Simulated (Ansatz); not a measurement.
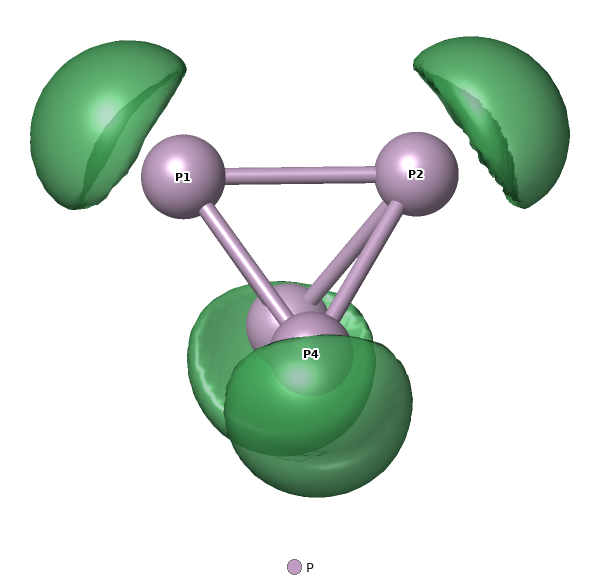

The picture shows: P$_{4}$. Isosurface of the ELF at 0.9 (green), seen across its widest extent. Core shells and regions of very low density are left out.

Geometry: B3LYP-D4/def2-TZVP.

Computed with RKS PBE0-D4/def2-TZVP in Ansatz.

```xyz
4

P    -1.3061    0.3149    0.1236
P     0.7292    0.7701    0.8340
P     0.3960    0.2146   -1.2718
P     0.1810   -1.2996    0.3142
```

### What do the ELF domains correspond to?

The surface consists of four lobes on P, pointing away from the bonds (lone pairs).

Values along the shortest contacts:
P–P (2.20 Å): the ELF peaks at about 0.75 between the atoms.
